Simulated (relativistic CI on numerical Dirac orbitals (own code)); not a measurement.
## Relativistic CI calculation for Xe⁵¹⁺

Xe⁵¹⁺. Computed at this level: Dirac-Coulomb-Breit CI, KLI orbitals optimised for each configuration, model QED (radiative potential, 1s self-energy scaled to tabulated hydrogen-like ionisation energies) (relativistic CI on numerical Dirac orbitals, in-house).

**Input file**
```
atom Xe  Z=54  charge=51  electrons=3
nucleus A=132  rms_radius_fm=4.7859
hamiltonian dirac-coulomb  breit=on  qed=on  c_scale=1
orbitals kli  potential=per-configuration
slater_scale 1
correlation none
mixing on
configurations
  [He] 2s
  [He] 2p
  [He] 3s
  [He] 3p
  [He] 3d
end
```

Hardware: 1 CPU thread, shared host.

The program writes its results to a structured record and prints no log; tables and figures of this report are taken from that record.

**The lowest 8 levels**

```
Configuration   Level  E (keV)  LS purity (%)  Landé g  Lifetime (s; – stable or not computed)
           2s   ²S₁/₂        0            100    1.977                                       –
           2p  ²P°₁/₂   0.1200            100    0.640                               1.9×10⁻¹⁰
           2p  ²P°₃/₂   0.4926            100    1.314                               2.5×10⁻¹²
           3s   ²S₁/₂    5.517            100    1.991                               1.5×10⁻¹⁴
           3p  ²P°₁/₂    5.550            100    0.655                               5.5×10⁻¹⁵
           3p  ²P°₃/₂    5.661            100    1.325                               6.5×10⁻¹⁵
           3d   ²D₃/₂    5.672            100    0.791                               2.0×10⁻¹⁵
           3d   ²D₅/₂    5.705            100    1.192                               2.1×10⁻¹⁵
```

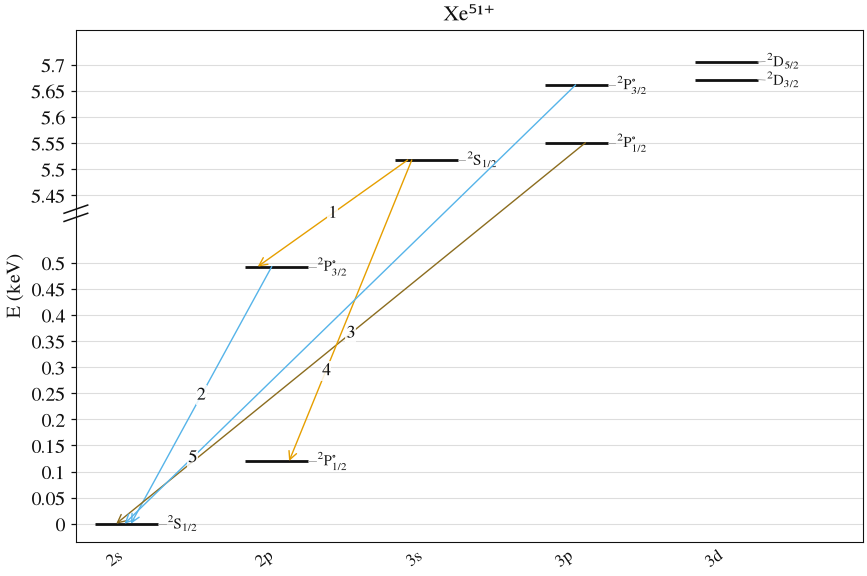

Levels of Xe⁵¹⁺ with 5 numbered transitions. Rates are at computed energies, in the length gauge.

| No. | Upper | Lower | Type | λ (vacuum) | A (s⁻¹) |
| --- | --- | --- | --- | --- | --- |
| 1 | 3s ²S₁/₂ | 2p ²P°₃/₂ | E1 | 0.2467 nm | 4.9×10¹³ |
| 2 | 2p ²P°₃/₂ | 2s ²S₁/₂ | E1 | 2.517 nm | 4.0×10¹¹ |
| 3 | 3p ²P°₁/₂ | 2s ²S₁/₂ | E1 | 0.2234 nm | 1.8×10¹⁴ |
| 4 | 3s ²S₁/₂ | 2p ²P°₁/₂ | E1 | 0.2297 nm | 1.9×10¹³ |
| 5 | 3p ²P°₃/₂ | 2s ²S₁/₂ | E1 | 0.2190 nm | 1.5×10¹⁴ |

Line 3 has the largest rate; it falls in the X-ray region.

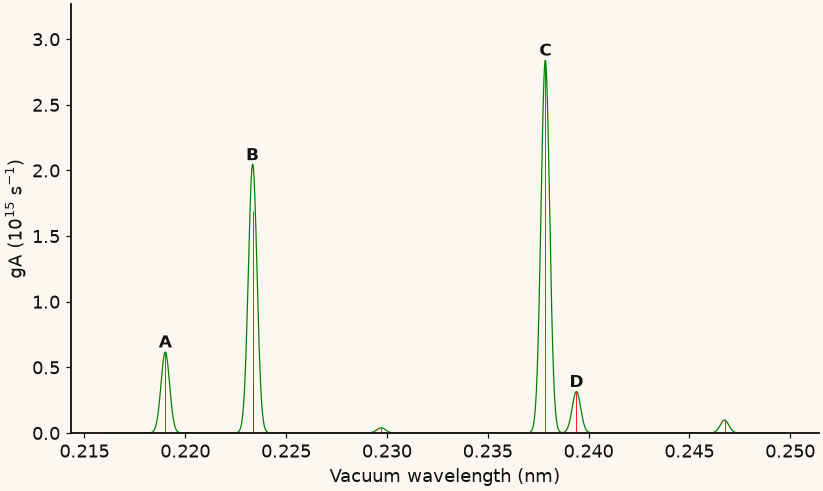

The stronger electric dipole lines (weighted rates gA) for Xe LII (Xe⁵¹⁺). The envelope is a Gaussian of full width 5×10⁻⁴ nm, scaled to the tallest stick. A: 3p ²P°₃/₂ → 2s ²S₁/₂, 0.2190 nm, gA = 6.2×10¹⁴ s⁻¹; B: 3d ²D₃/₂ → 2p ²P°₁/₂, 0.2233 nm, gA = 1.7×10¹⁵ s⁻¹; C: 3d ²D₅/₂ → 2p ²P°₃/₂, 0.2379 nm, gA = 2.8×10¹⁵ s⁻¹; D: 3d ²D₃/₂ → 2p ²P°₃/₂, 0.2394 nm, gA = 3.1×10¹⁴ s⁻¹. The strongest, C, lies in the X-ray region.

**Summary**

- outcome: converged
- lowest level: 2s ²S₁/₂
- first excited level: 2p ²P°₁/₂, 968,210 cm⁻¹
- levels computed: 8
- SCF iterations: 30
